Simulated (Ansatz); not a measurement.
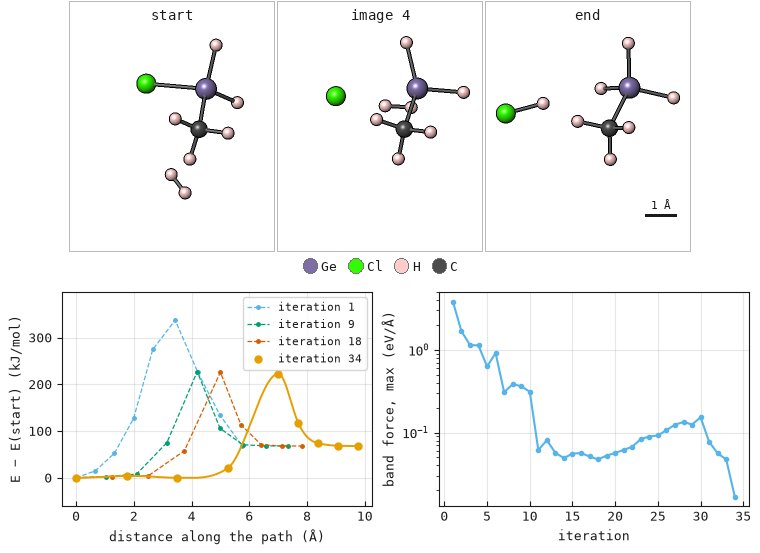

A nudged-elastic-band calculation for CH$_{7}$ClGe, made up at the start of CH5ClGe and H$_{2}$. Images are numbered from 0 (start) to 8 (end). The plot follows the band through its iterations. Style: ball-and-stick. Shown from a free direction.

These are results of RKS B3LYP-D4/def2-mTZVP in Ansatz, not measurements. Settings: 7 movable images; climbing image; force threshold 0.03 eV/Å; iteration limit 60; starting path through a guess of the saddle point.

How did the profile develop, and is the result final?

The run is converged, with reservations. The band converged in 34 iterations. The largest component of the band force went from 3.8 to 0.017 eV/Å. The climbing image converged on the top of the path. Its vibrational analysis gives one imaginary mode (909i cm⁻¹), as a transition state must have. The first iteration put the highest image at 337.4 kJ/mol. The highest point, image 4, lies 222.8 kJ/mol above the start and 154.8 kJ/mol above the end; the end is at +68.0 kJ/mol relative to the start.

Limits of the set-up: the start holds two separate molecules, 3.0 Å apart at their closest, whose relative position is a soft coordinate.
